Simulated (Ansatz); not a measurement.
FH$_{6}$Si$_{3}$ (SMILES [F+]1[SiH2][SiH2][SiH2]1) (charge +1)

```xyz
10

F    -2.4272   -0.2002    0.3729
Si   -1.3907   -1.7126    0.2726
Si    0.4685   -0.3000    0.6104
Si   -1.3194    1.2389    0.6452
H    -1.9296   -2.5209    1.3889
H    -1.7155   -2.2098   -1.0829
H     1.3536   -0.1717   -0.5748
H     1.1343   -0.4819    1.9251
H    -1.6122    2.0720   -0.5423
H    -1.8261    1.7693    1.9305
```

Geometry: r2SCAN-D4/def2-SVP.

Computed with isolated molecule in a Gaussian basis; Kohn-Sham density functional theory, functional PBE0 in Ansatz.

### What can the converged electron density and electron localisation function tell about the bonding?

Si–F (1.84 Å): ρ at the midpoint is about 0.64 e/Å³; the ELF peaks at about 0.85 in the valence shell of F, 0.6 Å from its nucleus, and is about 0.50 at the midpoint.
Si–Si (2.36 Å): ρ is about 0.62 e/Å³ halfway; the ELF peaks at about 1 between the atoms (a shared electron pair).

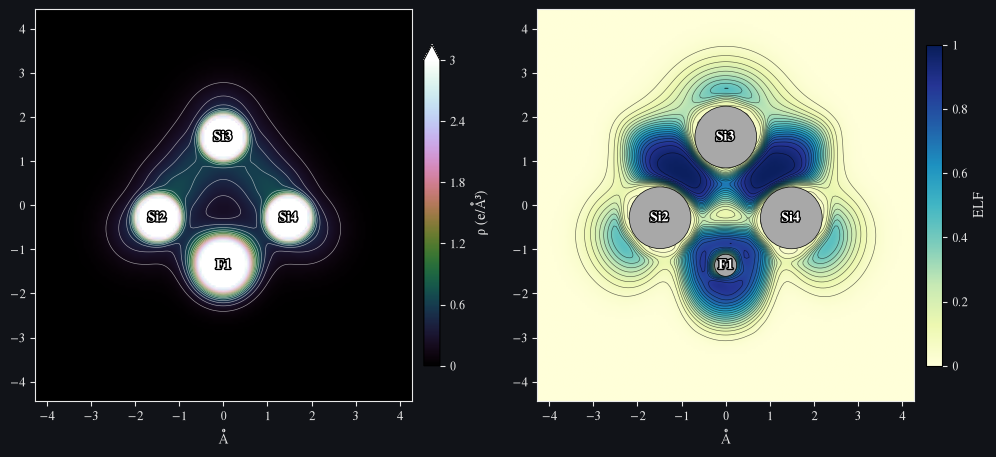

Computed electron density and electron localisation function on the plane of atoms F1, Si2 and Si3, in this order. Grey discs cover the atomic cores in the ELF map. 
